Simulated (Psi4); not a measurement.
# wB97X-V/def2-TZVPP run of BHO2 (oxoborinic acid)

What is the vertical ionisation energy of BHO2 (oxoborinic acid) at wB97X-V/def2-TZVPP? 

Program for the calculation: Psi4 1.11.

## 1. The system as given

BHO2 has 4 atoms, charge 0, and is taken as a singlet. SMILES: `O=BO`. The shape is that of a PBE0-D4/def2-TZVP optimisation.

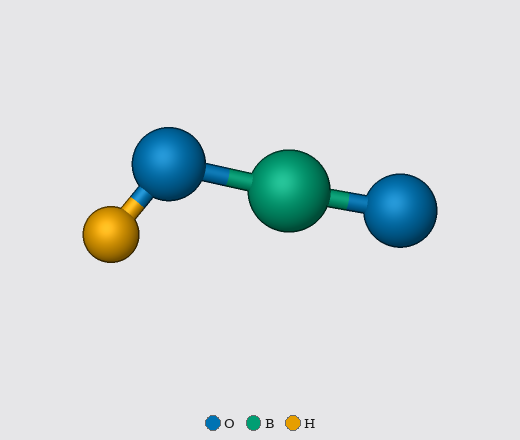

The structure, seen from a chosen angle (oxygen blue, boron teal, hydrogen amber).

## 2. The energy at wB97X-V/def2-TZVPP

Contents of input.in:

```
memory 1600 MB

molecule {
  O     -1.555100     0.523500     0.428500
  B     -0.423900     0.132000     0.248600
  O      0.816700    -0.302000     0.108600
  H      1.162300    -0.353500    -0.785700
  symmetry c1
  no_reorient
  no_com
}

set {
  puream true
  e_convergence 1e-09
  d_convergence 1e-08
  scf_type pk
  dft_radial_points 99
  dft_spherical_points 590
}

e_tot, wfn = energy("wb97x-v/def2-TZVPP", return_wfn=True)
print_variables()
```

On the command line:

```
$ psi4 -i input.in -o input.out -n 1
```

input.out:

```text
[...]
  Running in c1 symmetry.
[...]
  Nuclear repulsion =   54.005576575383920
[...]
  Multiplicity = 1
[...]
  Nalpha       = 11
  Nbeta        = 11
[...]
    Number of basis functions: 107
[...]
   @RKS iter   1:  -175.75487418022547   -7.41817e-01   7.88695e-03 ADIIS/DIIS
[...]
   @RKS iter  11:  -176.00062482544297   -1.79625e-11   6.59190e-09 DIIS
[...]
    Orbital Energies [Eh]
    ---------------------
    Doubly Occupied:
       1A    -19.289728     2A    -19.194837     3A     -6.903983
       4A     -1.221790     5A     -1.102370     6A     -0.737176
       7A     -0.578294     8A     -0.548078     9A     -0.519715
      10A     -0.447970    11A     -0.436642
[...]
  @RKS Final Energy:  -176.00062482544297
   => Energetics <=
    Nuclear Repulsion Energy =             54.0055765753839196
    One-Electron Energy =                -347.7807785373756815
    Two-Electron Energy =                 133.0077319618329170
    DFT Exchange-Correlation Energy =     -15.3249101563702244
    Empirical Dispersion Energy =           0.0000000000000000
    VV10 Nonlocal Energy =                  0.0917553310860934
    Total Energy =                       -176.0006248254429693
[...]
 Multipole Moments:
 ------------------------------------------------------------------------------------
     Multipole            Electronic (a.u.)      Nuclear  (a.u.)        Total (a.u.)
 ------------------------------------------------------------------------------------
 L = 1.  Multiply by 2.5417464519 to convert [e a0] to [Debye]
 Dipole X            :         14.2253710          -12.9718360            1.2535349
 Dipole Y            :         -4.3133329            3.9277958           -0.3855372
 Dipole Z            :         -9.7785715            8.9839470           -0.7946245
 Magnitude           :                                                    1.5334330
[...]
```

It took 92 s on 1 thread of Intel Xeon Platinum 8175M at 2.50GHz (Skylake/Cascade Lake), shared host; peak memory 0.71 GiB.

## 3. The doublet cation

Contents of bho2.inp:

```
memory 1.6 GB

molecule m {
  1 2
  O     -1.555100     0.523500     0.428500
  B     -0.423900     0.132000     0.248600
  O      0.816700    -0.302000     0.108600
  H      1.162300    -0.353500    -0.785700
  symmetry c1
}

set {
  reference uks
  puream true
  e_convergence 1e-09
  d_convergence 1e-08
  scf_type pk
  dft_radial_points 99
  dft_spherical_points 590
  maxiter 200
}

energy_value, wavefunction = energy('wb97x-v/def2-TZVPP', return_wfn=True)
```

On the command line:

```
$ psi4 bho2.inp bho2.out -n 1
```

bho2.out:

```text
[...]
  Running in c1 symmetry.
[...]
  Nuclear repulsion =   54.005576575383920
[...]
  Multiplicity = 2
[...]
  Nalpha       = 11
  Nbeta        = 10
[...]
    Number of basis functions: 107
[...]
   @UKS iter   1:  -175.43448501802791   -4.21428e-01   4.71647e-03 ADIIS/DIIS
[...]
   @UKS iter  14:  -175.54802644091151   -2.75122e-11   8.98574e-09 DIIS
[...]
   @S^2 Observed:                7.610146520E-01
[...]
    Orbital Energies [Eh]
    ---------------------
    Alpha Occupied:
       1A    -19.632971     2A    -19.603344     3A     -7.270306
       4A     -1.535614     5A     -1.520370     6A     -1.027440
       7A     -0.916639     8A     -0.914384     9A     -0.879390
      10A     -0.824375    11A     -0.820577
    Alpha Virtual:
      12A     -0.182461    13A     -0.159870    14A     -0.151420
      15A     -0.077352    16A     -0.012455    17A     -0.010348
      18A      0.033377    19A      0.047179    20A      0.183900
      21A      0.198592    22A      0.228167    23A      0.264646
      24A      0.281914    25A      0.292018    26A      0.374037
[...]
  @UKS Final Energy:  -175.54802644091151
   => Energetics <=
    Nuclear Repulsion Energy =             54.0055765753839196
    One-Electron Energy =                -340.1200478526377537
    Two-Electron Energy =                 125.6196992211595358
    DFT Exchange-Correlation Energy =     -15.1420430318646240
    Empirical Dispersion Energy =           0.0000000000000000
    VV10 Nonlocal Energy =                  0.0887886470474112
    Total Energy =                       -175.5480264409115136
[...]
 Multipole Moments:
 ------------------------------------------------------------------------------------
     Multipole            Electronic (a.u.)      Nuclear  (a.u.)        Total (a.u.)
 ------------------------------------------------------------------------------------
 L = 1.  Multiply by 2.5417464519 to convert [e a0] to [Debye]
 Dipole X            :         -0.9178031            1.4880401            0.5702370
 Dipole Y            :          0.3108570           -0.4555203           -0.1446633
 Dipole Z            :          0.2293717           -0.9694934           -0.7401217
 Magnitude           :                                                    0.9454511
[...]
```

Wall time 2 min (1 thread of Intel Xeon Platinum 8175M at 2.50GHz (Skylake/Cascade Lake), shared host); peak memory 0.71 GiB.

## 4. Summary of results

Level: wB97X-V/def2-TZVPP.

```
                                          quantity          value
                        singlet BHO2: total energy  -176.00062 Eh
                       singlet BHO2: dipole moment         3.90 D
                         singlet BHO2: HOMO energy      -11.88 eV
                         singlet BHO2: LUMO energy        1.40 eV
                       singlet BHO2: HOMO–LUMO gap       13.28 eV
                      doublet cation: total energy  -175.54803 Eh
doublet cation: HOMO energy (highest over α and β)      -21.91 eV
 doublet cation: LUMO energy (lowest over α and β)      -12.81 eV
                              doublet cation: ⟨S²⟩          0.761
vertical ionisation energy (to the doublet cation)      12.316 eV
```

Removing an electron at fixed nuclei costs 12.32 eV (284 kcal/mol). −ε(HOMO) before ionisation, 11.88 eV, is 0.43 eV below this ionisation energy.
